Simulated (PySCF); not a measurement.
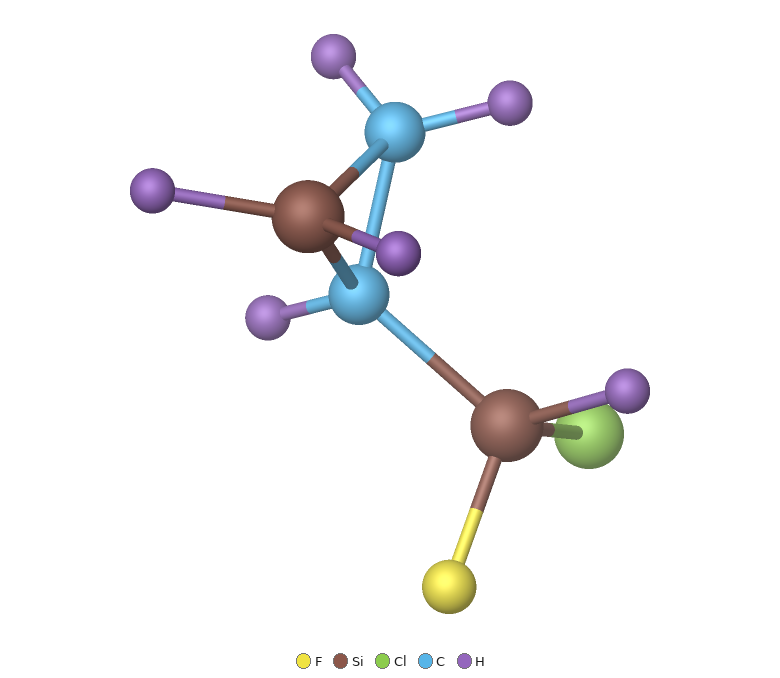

The picture shows a molecular structure as a ball-and-stick model.

Computed geometry: PBE0-D3(BJ)/def2-SVP optimisation. No frequency run is at hand to confirm it as a minimum.

Question: Count the atoms of each element.

Answer: C₂H₆ClFSi₂, 12 atoms: 2 carbon, 6 hydrogen, 1 chlorine, 1 fluorine and 2 silicon.

Question: Give a SMILES string for it.

Answer: F[Si@@H](Cl)[C@@H]1C[SiH2]1

Question: Name some functional groups or characteristic bonds that it holds.

Answer: Among them: Si–H bond.

Question: Give the symmetry (Schoenflies symbol).

Answer: C1.

Question: Count the bonded pairs by element.

Answer: 3 C–Si, 3 Si–H, 3 C–H, 1 F–Si, 1 Cl–Si, 1 C–C.

More results for the same structure follow; atom numbers are the same in all pictures, views and colours differ.

### Shape

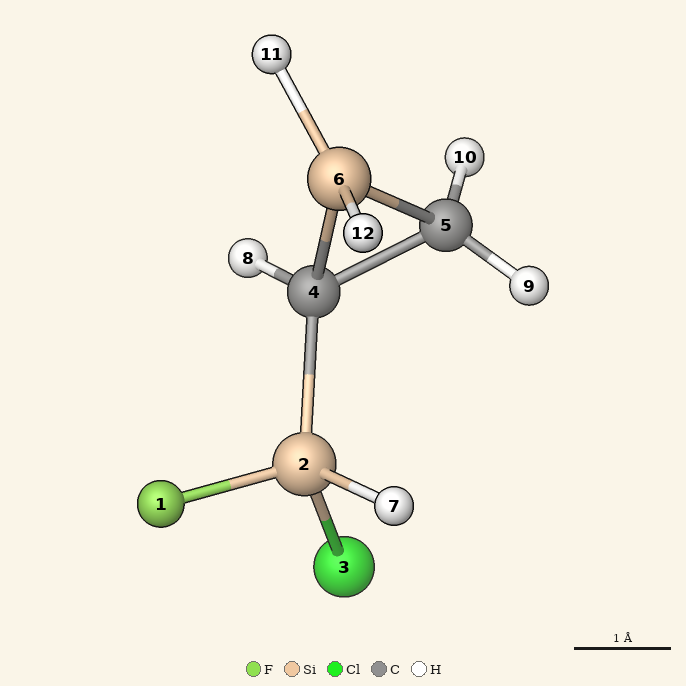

Atoms carry their numbers in the input. No frequency run is at hand to confirm it as a minimum.

Give the bond lengths.

```json
{"bond": "F1–Si2", "length (Å)": "1.620", "order": "single"}
{"bond": "Si2–Cl3", "length (Å)": "2.062", "order": "single"}
{"bond": "Si2–C4", "length (Å)": "1.831", "order": "single"}
{"bond": "Si2–H7", "length (Å)": "1.484", "order": "single"}
{"bond": "C4–C5", "length (Å)": "1.548", "order": "single"}
{"bond": "C4–Si6", "length (Å)": "1.872", "order": "single"}
{"bond": "C4–H8", "length (Å)": "1.098", "order": "single"}
{"bond": "C5–Si6", "length (Å)": "1.853", "order": "single"}
{"bond": "C5–H9", "length (Å)": "1.097", "order": "single"}
{"bond": "C5–H10", "length (Å)": "1.095", "order": "single"}
{"bond": "Si6–H11", "length (Å)": "1.482", "order": "single"}
{"bond": "Si6–H12", "length (Å)": "1.483", "order": "single"}
```

### Levels of theory compared

No frequency run is at hand to confirm it as a minimum. Program: PySCF 2.14.0.

At this fixed geometry, give dipole (D), HOMO energy (eV), HOMO–LUMO gap (eV) at these levels: B3LYP/pcSseg-1; B97-D/pcSseg-1; BLYP/pcSseg-1; BP86/pcSseg-1; KT2/pcSseg-1; KT3/pcSseg-1; LDA/pcSseg-1; OPBE/pcSseg-1; PBE/pcSseg-1.

```tsv
level	dipole (D)	HOMO energy (eV)	HOMO–LUMO gap (eV)
B3LYP/pcSseg-1	3.12	−7.27	6.90
B97-D/pcSseg-1	3.00	−6.32	5.44
BLYP/pcSseg-1	2.92	−6.20	5.35
BP86/pcSseg-1	2.98	−6.49	5.41
KT2/pcSseg-1	2.98	−6.44	5.36
KT3/pcSseg-1	2.96	−6.43	5.42
LDA/pcSseg-1	3.04	−6.53	5.34
OPBE/pcSseg-1	2.96	−6.38	5.51
PBE/pcSseg-1	2.94	−6.39	5.38
```

### Ring current

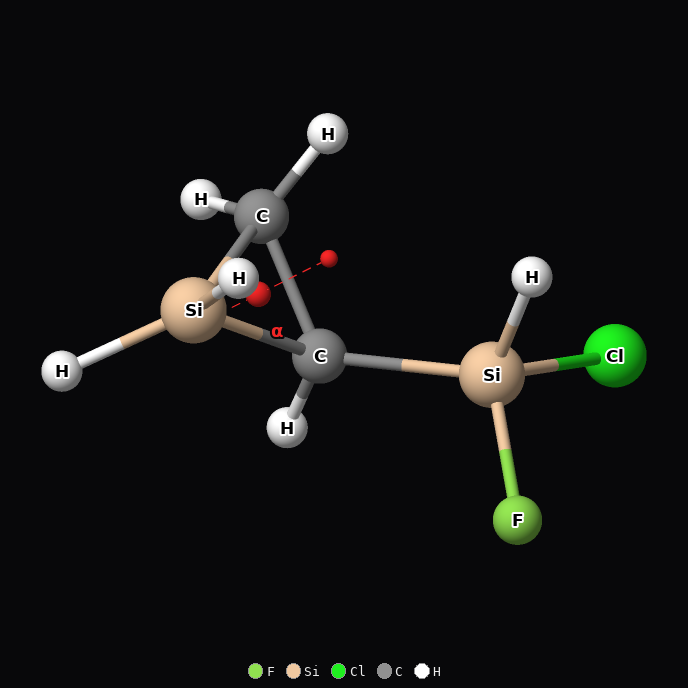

The small points mark where nucleus-independent chemical shifts (NICS) were computed: at the centre of each lettered ring and 1 Å above and below it. No frequency run is at hand to confirm it as a minimum. Method: GIAO KT3/pcSseg-1 NMR shielding, non-relativistic, gas phase (PySCF 2.14.0).

Give NICS(0), NICS(1) and the out-of-plane component NICS(1)zz for each ring (means of the two sides).

```
ring  members  NICS(0)  NICS(1)  NICS(1)zz
   α     C2Si    −27.5     −8.2      −16.3
```

Values in ppm.

### NMR shielding

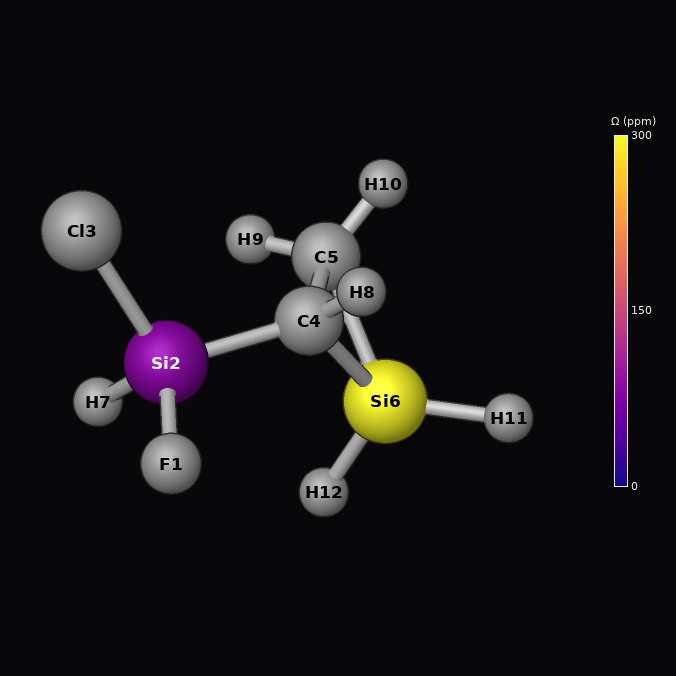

The Si atoms are coloured by the span of their shielding tensor. No frequency run is at hand to confirm it as a minimum. Properties computed with GIAO KT2/pcSseg-1 NMR shielding, non-relativistic, gas phase (PySCF 2.14.0). Principal shieldings σ11 ≤ σ22 ≤ σ33, span Ω = σ33 − σ11, skew κ = 3(σiso − σ22)/Ω.

Question: Which Si atom has the most anisotropic shielding?

Answer: Si6, with a span of 294 ppm.

Give the shielding tensors of the Si atoms.

```csv
atom,σ11,σ22,σ33,σiso,Ω,κ
Si2,307.1,340.4,391.6,346.4,84.4,0.21
Si6,397.3,418.7,691.3,502.4,294.0,0.85
```

Shieldings and span in ppm.
